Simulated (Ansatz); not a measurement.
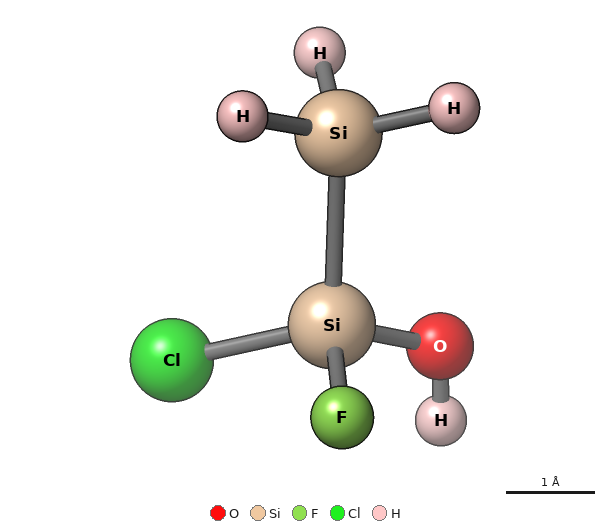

Distant atoms are faded towards the background colour. The geometry was computed by an optimisation with PBE-D4/def2-SVP. No frequency run is at hand to confirm it as a minimum. Masses are those of the most abundant isotopes; constants are for the rigid equilibrium geometry.

What kind of rotor is it, and what are its rotational constants in MHz?

An asymmetric top (C1): A = 2653, B = 1717, C = 1457 MHz. Ray's parameter κ is −0.56, nearer the prolate limit.
